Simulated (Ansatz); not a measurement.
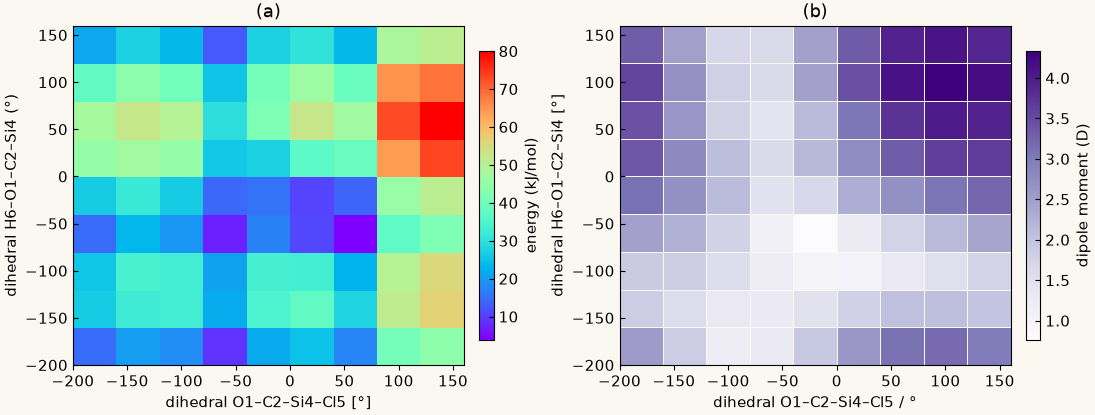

CH4Cl2OSi, SMILES OC(Cl)[SiH2]Cl. The first coordinate is: dihedral O1–C2–Si4–Cl5; the second: dihedral H6–O1–C2–Si4. Nothing is relaxed (all other coordinates rigid). Grid: 9 × 9 points. Points are written as (first, second). Energies are in kJ/mol, from the relaxed molecule at the same level. Method: RKS r2SCAN-D4/def2-SVP in Ansatz 0.2.0.

Panel (a) is the energy; panel (b) is the computed dipole moment, in D.

The picture shows one coloured cell a grid point.

How does the dipole moment vary over the map, and what is it at the lowest grid point?

Answer. Leaving out the highest fifth of the energies, it runs from 0.77 D at (−20°, −60°) to 4.12 D at (60°, 100°). At the lowest grid point, (60°, −60°), it is 1.77 D.
